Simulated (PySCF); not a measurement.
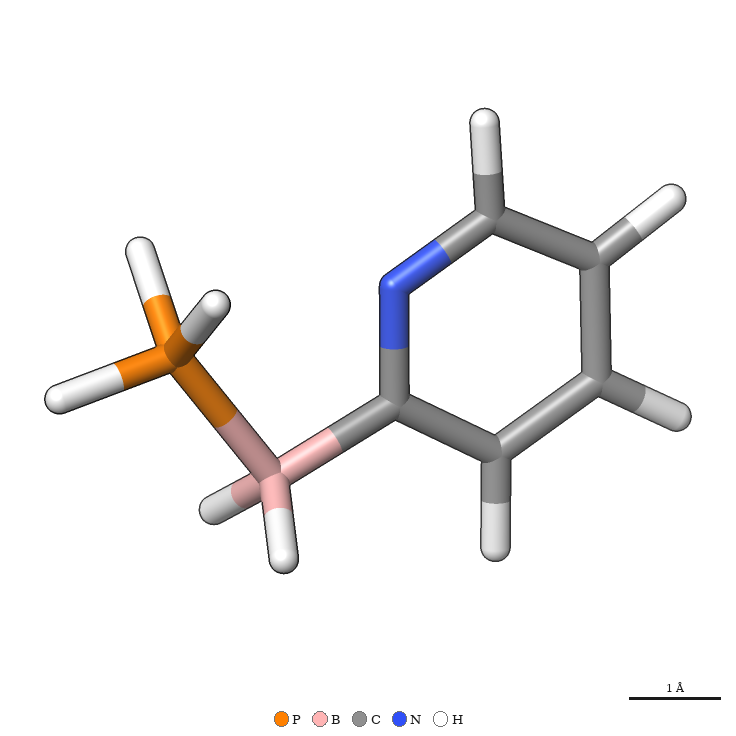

Every bond is drawn as one stick, whatever its order.

The computed structure is the end point of a PBE0-D3(BJ)/def2-SVP optimisation. No frequency run is at hand to confirm it as a minimum.

**Count the atoms of each element.**

C₅H₉BNP, 17 atoms: 5 carbon, 9 hydrogen, 1 boron, 1 nitrogen and 1 phosphorus.

**Does it have rings?**

Independent rings (smallest set): 1 of 6 members, 1 of them aromatic.

**Give a SMILES string for it.**

[PH3+][BH2-]c1ccccn1

**Name functional groups in it.**

Among them: B–H bond.

The parts below concern this one geometry. Atoms keep their numbers from picture to picture.

**Shape**

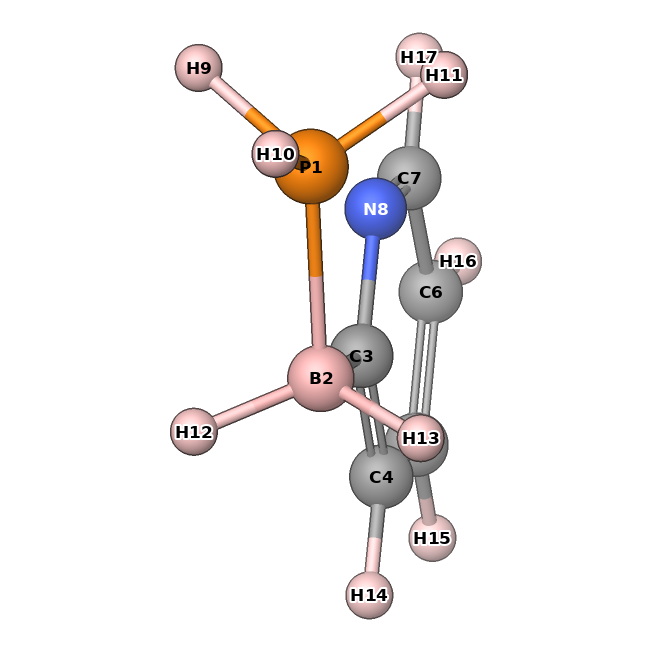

C3 lies behind B2. The molecule seen a little off the B2–C3 bond, B2 in front. Depth is shown by fading: the farther an atom, the more it takes the colour of the background. No frequency run is at hand to confirm it as a minimum.

**What is the torsion angle P1–B2–C3–N8? The sign is positive where the front bond must turn clockwise to cover the back bond.**

0°, synperiplanar (eclipsed).

**Excitation**

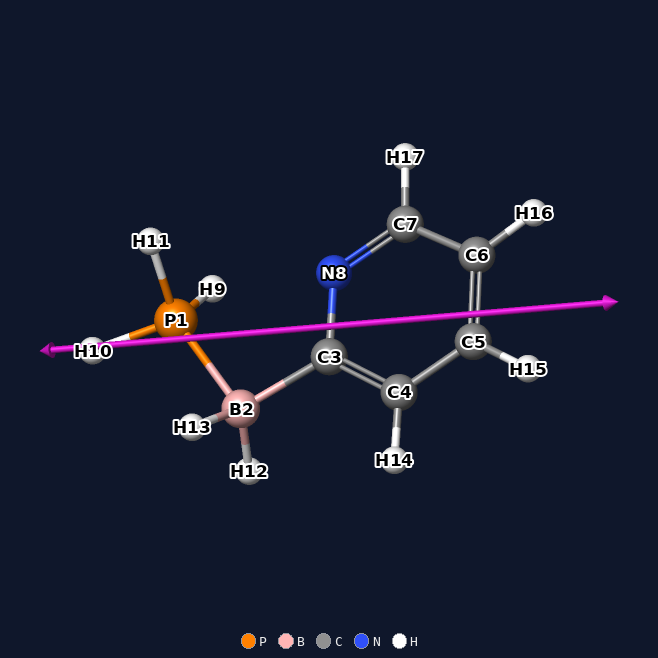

The double arrow shows the direction of the transition dipole to excited singlet state 4 (its length means nothing). No frequency run is at hand to confirm it as a minimum. Level of theory: TDDFT CAM-B3LYP/def2-SVPD, vertical, IEF-PCM water (non-equilibrium linear response), core orbitals frozen in the response (PySCF 2.14.0).

**How is the transition polarised?**

Close to the long direction P1···C5.

**Give its energy, strength and character.**

6.11 eV (203 nm), oscillator strength 0.16, mainly HOMO → LUMO+1 (weight 0.84); transition dipole 2.59 D.

**NMR shielding**

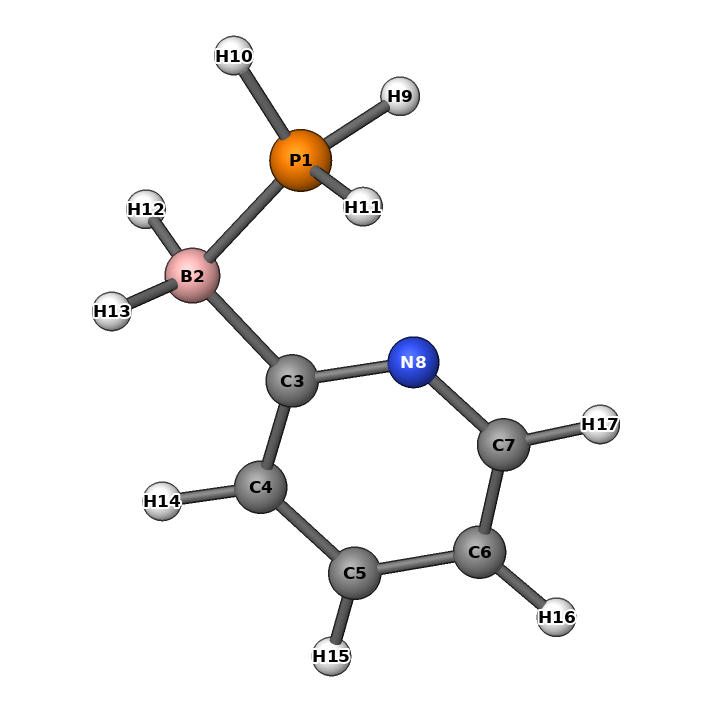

The questions are on isotropic NMR shieldings of the C atoms. No frequency run is at hand to confirm it as a minimum. Level of theory: GIAO PBE0/pcSseg-1 NMR shielding, non-relativistic, IEF-PCM water (PySCF 2.14.0).

List the isotropic NMR shieldings of the C atoms.

| atom | σ (ppm) |
| --- | --- |
| C3 | 3.2 |
| C4 | 50.5 |
| C5 | 43.5 |
| C6 | 59.4 |
| C7 | 30.9 |

**Charges**

The questions are on Mulliken charges. No frequency run is at hand to confirm it as a minimum. Level of theory: PBE0/pcSseg-1 in benzene (IEF-PCM) (PySCF 2.14.0).

**Which atom carries the highest charge (most positive or least negative)?**

C7 (0.16 e).

**And the lowest?**

N8 (−0.57 e).

Give the Mulliken charges atom by atom.

```
atom  value (e)
  P1       0.13
  B2      −0.10
  C3       0.07
  C4      −0.17
  C5      −0.02
  C6      −0.21
  C7       0.16
  N8      −0.57
  H9       0.10
 H10       0.08
 H11       0.10
 H12       0.00
 H13       0.00
 H14       0.10
 H15       0.11
 H16       0.11
 H17       0.11
```

**Ring current**

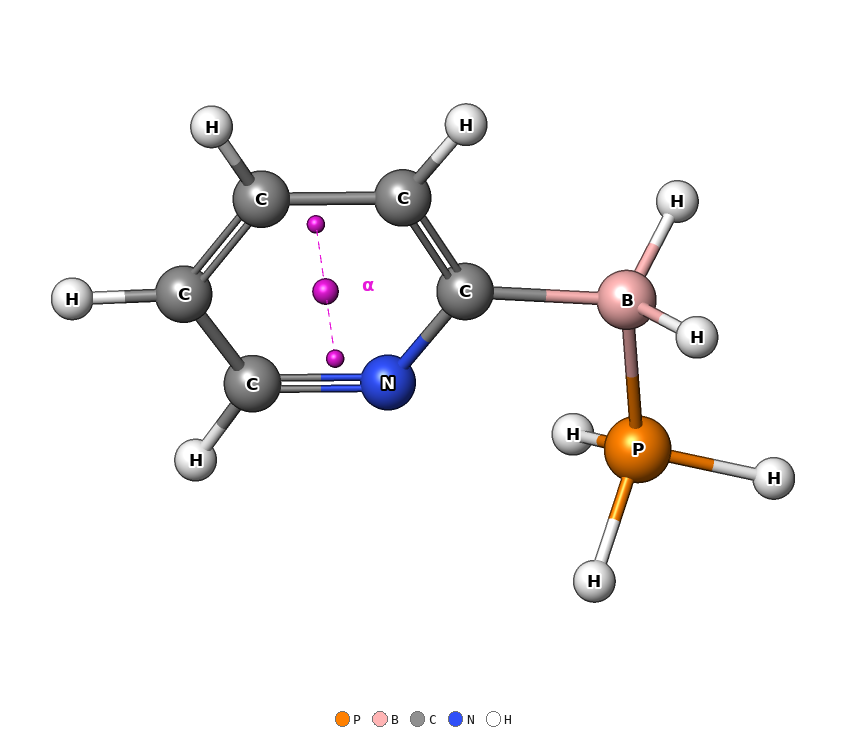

The small points mark where nucleus-independent chemical shifts (NICS) were computed: at the centre of each lettered ring and 1 Å above and below it. No frequency run is at hand to confirm it as a minimum. Method: GIAO PBE0/pcSseg-1 NMR shielding, non-relativistic, IEF-PCM benzene (PySCF 2.14.0).

Give NICS(0), NICS(1) and the out-of-plane component NICS(1)zz for each ring (means of the two sides).

```json
{"ring": "α", "members": "C5N", "NICS(0)": "−6.6", "NICS(1)": "−10.9", "NICS(1)zz": "−27.2"}
```

Values in ppm.

**What do the values say about the ring currents?**

Ring α: diatropic, as in an aromatic ring. NICS is one index among several.

Mulliken values depend strongly on the basis set and can even reverse the polarity of a bond.
